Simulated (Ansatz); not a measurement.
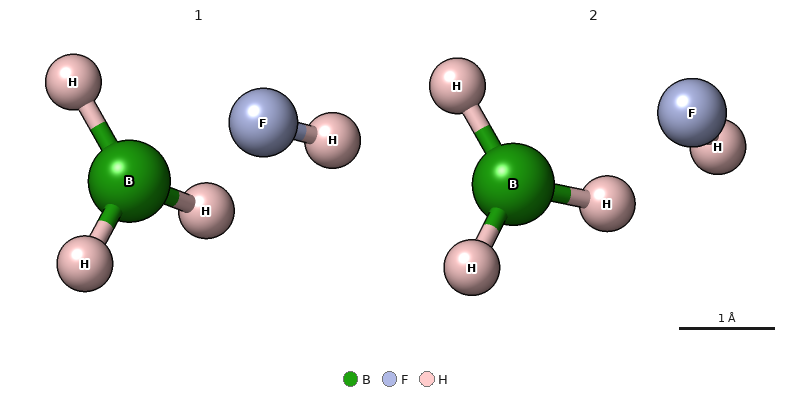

Two geometries of BH4F, drawn at one scale. One is the start of a relaxation, the other its converged end. The picture is a ball-and-stick view, seen at a tilt.

All numbers below come from RKS B3LYP/def2-SVP in Ansatz. (no spin polarisation; force threshold 0.03 eV/Å; at most 50 steps)

Which one is relaxed?

Structure 1 is the relaxed one. The run prepares an end point of a later path (reaction) calculation, from a guessed geometry. After 7 accepted moves (8 points after the start) the energy has fallen by 2.35 kcal/mol. The largest force component goes from 0.3 to 0.014 eV/Å. The line search rejected the trial step at point 3 of the run. The F atom moves most after the best rigid fit: 0.41 Å. By element the largest moves are F 0.41 Å, H 0.16 Å, B 0.14 Å. Among the contacts that change: B–F 2.514 → 1.974 Å, B–H 1.200 → 1.213 Å, F–H 0.928 → 0.932 Å. The run took 6.9 s on 1 thread of Intel(R) Xeon(R) 6975P-C (Granite Rapids), on a shared host, peak memory 0.11 GiB.
